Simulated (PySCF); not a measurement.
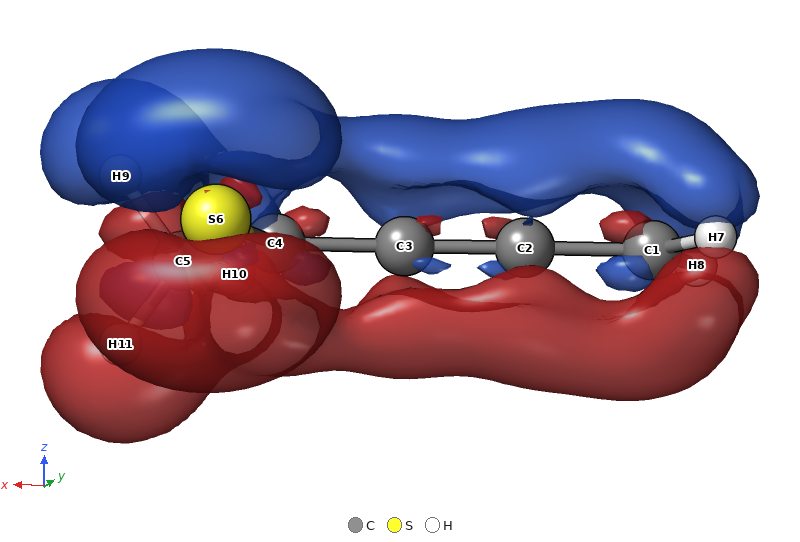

Figure 1: C5H5S, doublet, SMILES `[CH2]C#CC(C)=S`. Change of the electron density in a uniform field of 0.10 V/Å, surfaces at ±0.0005 e/Å³ (red: gain, blue: loss).

PySCF calculation, BLYP/def2-SVPD, gas phase; geometry: GFN2-xTB. No frequency check shows the geometry to be a minimum. The stability of the open-shell solution wasn't checked. GFN2-xTB bond lengths at metals and heavier atoms can be off by up to 0.1 Å and shapes distorted, which carries into these values. GFN2-xTB doesn't know the spin state, so this open-shell geometry is rough.

Cartesian coordinates (Å):

```
C1      -3.2201    0.2056   -0.0008
C2      -1.9106    0.0280    0.0005
C3      -0.6820   -0.1787    0.0008
C4       0.6565   -0.3178    0.0003
C5       1.3000   -1.6680   -0.0026
S6       1.6411    1.0639    0.0001
H7      -3.6448    1.1954    0.0013
H8      -3.8992   -0.6309   -0.0039
H9       1.9355   -1.7727    0.8766
H10      0.5518   -2.4573    0.0149
H11      1.9353   -1.7710   -0.8811
```

Along which Cartesian direction does the field point?

Answer. Along +z: electrons gather on the −z side, against the field.

What dipole is induced, and what polarisability does it imply?

Answer. The induced dipole is 0.27 D (along the field); α along this axis, from the fields in both directions, is 54 bohr³ (8.0 Å³).

Which atoms gain and lose the most charge?

Answer. Electrons gather most on H11 (Hirshfeld charge changes by −0.003 e) and leave H9 most (+0.003 e); 0.028 electrons are displaced in all.
